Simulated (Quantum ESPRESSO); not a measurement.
# CoO: orders under volume, part 2 of 2

Wanted: the trend of the moments of CoO with volume.

Quantum ESPRESSO 7.5; PBE with U = 3.5 eV on Co d (ortho-atomic projectors); plane waves with GBRV 1.5 PBE potentials, no spin-orbit coupling.

So far, absolute magnetization (μB): step 2 (volume 0.92, ferro +) 2.90.

**4. Volume 0.92, no spin polarisation**

Contents of pw.in:

```
&CONTROL
  calculation = 'scf'
  prefix = 'pwscf'
  outdir = './tmp'
  pseudo_dir = './pseudo'
  disk_io = 'nowf'
  tprnfor = .true.
  tstress = .true.
/
&SYSTEM
  ibrav = 0
  nat = 2
  ntyp = 2
  ecutwfc = 40
  ecutrho = 280
  nbnd = 18
  occupations = 'smearing'
  smearing = 'fd'
  degauss = 0.00367493
/
&ELECTRONS
  conv_thr = 4d-09
  electron_maxstep = 150
  mixing_beta = 0.3
/
ATOMIC_SPECIES
Co     58.9332 co_pbe_v1.2.uspp.F.UPF
O      15.9990 o_pbe_v1.2.uspp.F.UPF
CELL_PARAMETERS bohr
   0.0000000000    3.9175403634    3.9175403634
   3.9175403634    0.0000000000    3.9175403634
   3.9175403634    3.9175403634    0.0000000000
ATOMIC_POSITIONS crystal
Co      0.0000000000    0.0000000000    0.0000000000
O       0.5000000000    0.5000000000    0.5000000000
K_POINTS automatic
8 8 8 0 0 0
HUBBARD {ortho-atomic}
U Co-3d 3.5000
```

The run is started by

```bash
$ OMP_NUM_THREADS=1 mpirun -n 2 pw.x -nk 2 -in pw.in > pw.out
```

Output:

```text
     [... lines left out ...]
Program PWSCF v.7.5 starts
     [... lines left out ...]
     number of atoms/cell      =            2
     [... lines left out ...]
     number of electrons       =        23.00
     number of Kohn-Sham states=           18
     kinetic-energy cutoff     =      40.0000  Ry
     charge density cutoff     =     280.0000  Ry
     scf convergence threshold =      4.0E-09
     [... lines left out ...]
     48 Sym. Ops., with inversion, found
     [... lines left out ...]
     number of k points=    29  Fermi-Dirac smearing, width (Ry)=  0.0037
     [... lines left out ...]
     iteration # 12     ecut=    40.00 Ry     beta= 0.30
     [... lines left out ...]
     Tr[ns(  1)] =   7.55387
     [... lines left out ...]
     the Fermi energy is    15.5468 ev
!    total energy              =    -330.55004628 Ry
     estimated scf accuracy    <          2.8E-10 Ry
     smearing contrib. (-TS)   =      -0.00137810 Ry
     [... lines left out ...]
     convergence has been achieved in  12 iterations
     [... lines left out ...]
     Total force =     0.000000     Total SCF correction =     0.000000
     [... lines left out ...]
          total   stress  (Ry/bohr**3)                   (kbar)     P=      -45.07
     [... lines left out ...]
```

The job ended after 3.8 s (2 MPI ranks of Arm Neoverse V2, shared host; peak memory 0.14 GiB; 7.5 s of CPU time).

Numbers from this step:

| Quantity | Value |
| --- | --- |
| smearing term TS | 0.01875 eV |
| pressure | -4.507 GPa |
| final state | non-magnetic (no spin polarisation) |

**5. Volume 1.08, ferro +**

pw.in, as its differences from that of step 4:

```diff
@@ -15,3 +15,3 @@
   ecutrho = 280
-  nbnd = 18
+  nbnd = 20
   occupations = 'smearing'
@@ -19,2 +19,5 @@
   degauss = 0.00367493
+  nspin = 2
+  starting_magnetization(1) = 0.1765
+  starting_magnetization(2) = 0
 /
@@ -29,5 +32,5 @@
 CELL_PARAMETERS bohr
-   0.0000000000    3.9175403634    3.9175403634
-   3.9175403634    0.0000000000    3.9175403634
-   3.9175403634    3.9175403634    0.0000000000
+   0.0000000000    4.1326198354    4.1326198354
+   4.1326198354    0.0000000000    4.1326198354
+   4.1326198354    4.1326198354    0.0000000000
 ATOMIC_POSITIONS crystal
```

Output:

```text
     [... lines left out ...]
Program PWSCF v.7.5 starts
     [... lines left out ...]
     number of atoms/cell      =            2
     [... lines left out ...]
     number of electrons       =        23.00
     number of Kohn-Sham states=           20
     kinetic-energy cutoff     =      40.0000  Ry
     charge density cutoff     =     280.0000  Ry
     scf convergence threshold =      4.0E-09
     [... lines left out ...]
     48 Sym. Ops., with inversion, found
     [... lines left out ...]
     number of k points=    29  Fermi-Dirac smearing, width (Ry)=  0.0037
     [... lines left out ...]
     iteration # 14     ecut=    40.00 Ry     beta= 0.30
     [... lines left out ...]
     Magnetic moment per site  (integrated on atomic sphere of radius R)
     atom   1 (R=0.292)  charge= 14.6718  magn=  2.6323
     atom   2 (R=0.292)  charge=  5.8456  magn=  0.2710
     [... lines left out ...]
     Tr[ns(  1)] (up, down, total) =   4.97909  2.29495  7.27404
     [... lines left out ...]
     the Fermi energy is    11.7105 ev
!    total energy              =    -330.59167699 Ry
     estimated scf accuracy    <          2.3E-09 Ry
     smearing contrib. (-TS)   =      -0.00290074 Ry
     [... lines left out ...]
     total magnetization       =     3.00 Bohr mag/cell
     absolute magnetization    =     3.03 Bohr mag/cell
     convergence has been achieved in  14 iterations
     [... lines left out ...]
     Total force =     0.000000     Total SCF correction =     0.000000
     [... lines left out ...]
          total   stress  (Ry/bohr**3)                   (kbar)     P=     -102.35
     [... lines left out ...]
```

Wall time 8.1 s (2 MPI ranks); peak memory 0.16 GiB.

Read from the output:

```yaml
smearing_term_ts: 0.03947 eV
pressure: -10.24 GPa
magnetization: 2.997 μB
absolute_magnetization: 3.026 μB
final_state: ferromagnetic
largest_moment: 2.632 μB
```

**6. Trends**

The runs not shown differ from these in the moved quantity alone.

States, by row:

| volume | ferro + | antiferro q=(0,0,1/2) +- | no spin polarisation |
| --- | --- | --- | --- |
| 0.92 | ferromagnetic | antiferromagnetic | non-magnetic |
| 0.96 | ferromagnetic | antiferromagnetic | non-magnetic |
| 1 | ferromagnetic | antiferromagnetic | non-magnetic |
| 1.04 | ferromagnetic | antiferromagnetic | non-magnetic |
| 1.08 | ferromagnetic | antiferromagnetic | non-magnetic |

The largest site moment by volume:

| volume (factor) | ferro + (μB) | antiferro q=(0,0,1/2) +- (μB) |
| --- | --- | --- |
| 0.9200 | 2.52 | 2.51 |
| 0.9600 | 2.58 | 2.53 |
| 1.0000 | 2.61 | 2.55 |
| 1.0400 | 2.62 | 2.57 |
| 1.0800 | 2.63 | 2.58 |

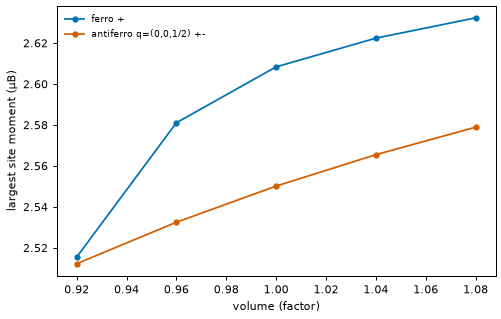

Largest site moment, plotted against volume.

Energy less that of the parallel start against volume; values in meV a seeded atom:

| volume (factor) | antiferro q=(0,0,1/2) +- | no spin polarisation |
| --- | --- | --- |
| 0.9200 | -58.0 | 507 |
| 0.9600 | -48.6 | 620 |
| 1.0000 | -39.0 | 723 |
| 1.0400 | -30.7 | 815 |
| 1.0800 | -23.7 | 897 |

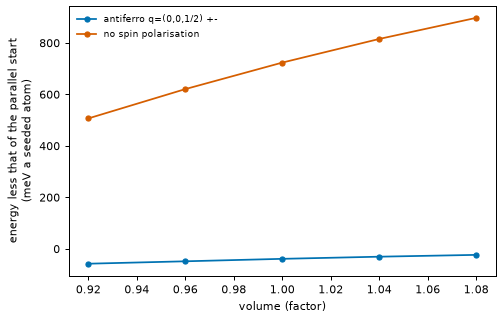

Energy less that of the parallel start against volume.

Table of energy over the lowest by volume; values in meV an atom:

| volume (factor) | ferro + | antiferro q=(0,0,1/2) +- | no spin polarisation |
| --- | --- | --- | --- |
| 0.9200 | 71.1 | 42.2 | 324 |
| 0.9600 | 34.4 | 10.1 | 345 |
| 1.0000 | 19.5 | 0 | 381 |
| 1.0400 | 23.0 | 7.60 | 431 |
| 1.0800 | 41.2 | 29.4 | 490 |

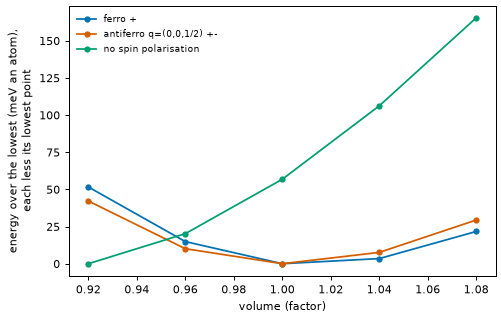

Energy over the lowest, plotted against volume. Each curve is drawn from its own lowest point.

**7. Summary of results**

| Item | Value |
| --- | --- |
| moment, parallel start | 2.52 to 2.63 μB |
| states met from these starts | antiferromagnetic and ferromagnetic |

**Reading.** The moment of the parallel start goes from 2.52 μB at 0.92 to 2.63 μB at 1.08. The net moment of the cell goes from 2.87 to 3.00 μB. The radius of the spheres follows the nearest distance, so part of the change of the site moments is the spheres'. The largest moment of the start antiferro q=(0,0,1/2) +- lies between 2.51 and 2.58 μB. The start antiferro q=(0,0,1/2) +- lies under the parallel one at every finished point, by 23.7 to 58.0 meV a seeded atom. The smearing term is large for its width, so states at the Fermi level are partly filled: at this level the cell is a metal or has a gap of a few widths at most. Degenerate orbitals of a corrected shell are partly filled. Whether a state of lower symmetry lies under this one was not tested; under a U it often does.

[Logs and program files are shortened in this print: banners, set-up blocks, solver, clock and traceback lines can be left out without a mark of their own.]

[Logs are printed without paths, hosts, clocks, repeated set-up lines and the standing remarks that a program may print on its own settings, such as how far it seeks lower states.]

[Hosts, paths, dates, database ids (printed as entryN), source tags and the programs' standing remarks are cut or masked in the printed files.]

[Where a cell is said to come from a database of computed structures, the database is the Materials Project.]
